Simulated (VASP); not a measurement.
Band structure of MoIr (space group Pmma). Calculation: LDA (Ceperley-Alder, Perdew-Zunger), VASP's LDA PAW potentials (set 64) (plane waves; VASP).

Unless said otherwise, spin-orbit coupling is left out, though it shifts the bands of the heavy elements here.

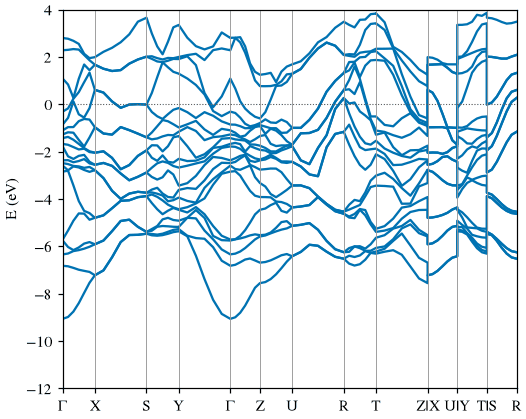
Bands along high-symmetry lines, zero at the valence-band maximum or, without a gap, the Fermi level

**Question.** Read the plot: is there a gap, and where are the band edges?

**Answer.** It has no gap at this level: it comes out as a metal or semimetal. (Edges off the drawn lines would not show.)

The structure comes from a measured MoIr entry (Pmma) of the Crystallography Open Database, whose conditions weren't checked. It was relaxed first.
